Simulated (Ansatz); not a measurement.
Input file:

```
crystal:
  periodic: [false, false, false]
  atoms:
    - {symbol: O, position_ang: [-1.998228, 0.243958, 0.774268]}
    - {symbol: Ga, position_ang: [-0.344921, -0.459136, 0.824035]}
    - {symbol: O, position_ang: [0.819135, 0.269627, 1.978282]}
    - {symbol: O, position_ang: [0.007730, -2.149026, 0.307993]}
    - {symbol: As, position_ang: [0.649664, 1.000005, -1.227225]}
    - {symbol: H, position_ang: [-2.664264, -0.354184, 0.432125]}
    - {symbol: H, position_ang: [1.487247, -0.361677, 2.253660]}
    - {symbol: H, position_ang: [-0.739831, -2.618157, -0.065187]}
    - {symbol: H, position_ang: [2.113576, 0.894940, -1.576027]}
    - {symbol: H, position_ang: [0.610444, 2.494694, -1.037618]}
    - {symbol: H, position_ang: [0.124847, 0.981854, -2.643607]}
basis:
  gaussian: {orbitals: def2-TZVPP}
hamiltonian: {xc: pbe0, dispersion: d4}
output: {orbitals: {seedname: orbitals}}
```

Run with:

```sh
ansatz run in.yaml --threads 4 --pin off --events-out ev --progress --plain --max-ram 11315MiB
```

Geometry: PBE0-D4/def2-TZVP.

Level of theory: RKS PBE0-D4/def2-TZVPP in Ansatz 0.2.0.

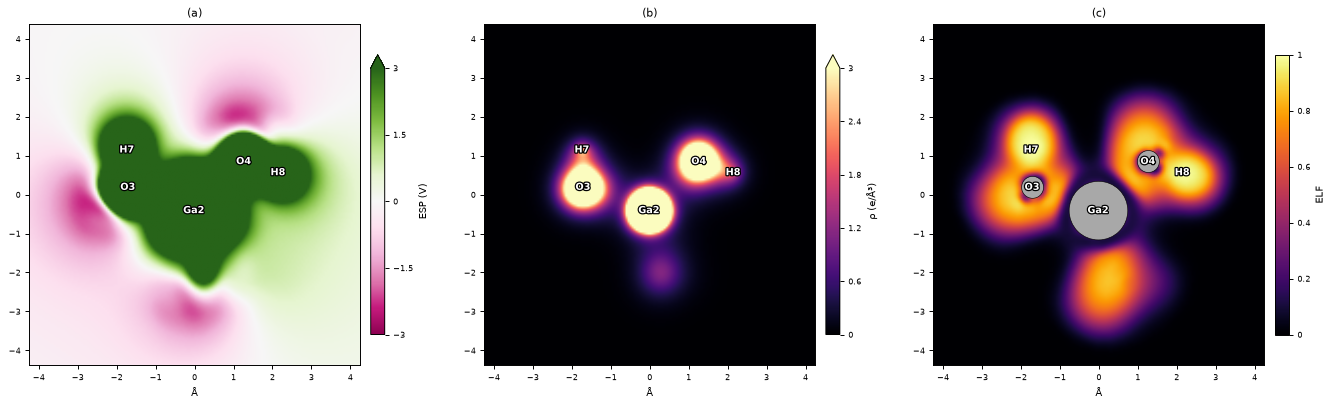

AsGaH6O3 (SMILES [OH][Ga-]([OH])([OH])[AsH3+]). (a) molecular electrostatic potential; (b) electron density; (c) electron localisation function on the plane of atoms Ga2, O3 and H7. Grey discs cover the atomic cores in the ELF map.

> Read the bonding off the picture.

The section cuts through Ga, O and H sites. Ga–O (1.79 Å): the density is about 0.91 e/Å³ at the midpoint; the ELF peaks at about 0.85 in the valence shell of O, 0.6 Å from its nucleus, and is about 0.25 at the midpoint. O–H (0.96 Å): ρ at the midpoint is about 3.8 e/Å³; the ELF climbs to about 1 towards the hydrogen, as it does in any bond to H; an ordinary covalent bond to hydrogen. The ELF also peaks beside O3 and O4, away from the bonds: lone-pair regions. Outside the dense part of the molecule the potential is most negative (−2.3 V) near O3.
